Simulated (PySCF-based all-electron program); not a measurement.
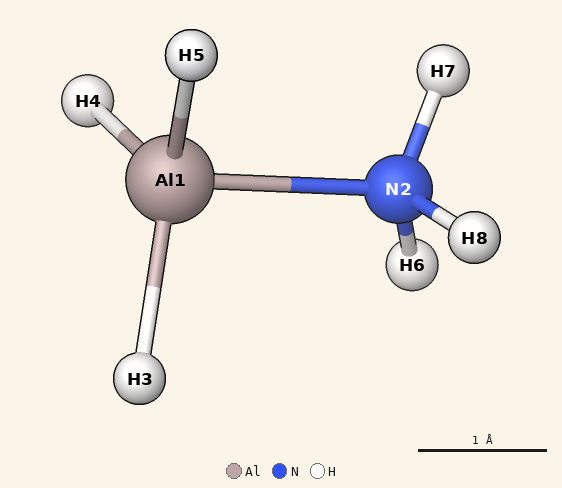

Source: calculation with PySCF-based all-electron program.

Orthographic view with a scale bar. Geometry: a fixed input geometry, not necessarily a minimum.

Write Cartesian coordinates in Å in the frame of the picture: x to the right, y up, z towards the viewer, origin at the mean of the atomic positions.

```xyz
8
AlH6N
Al  -0.94   0.04   0.29
N    0.86  -0.04  -0.26
H   -1.18  -1.53   0.58
H   -1.59   0.66  -1.05
H   -0.77   1.02   1.56
H    0.96  -0.63  -1.09
H    1.21   0.90  -0.50
H    1.45  -0.42   0.48
```
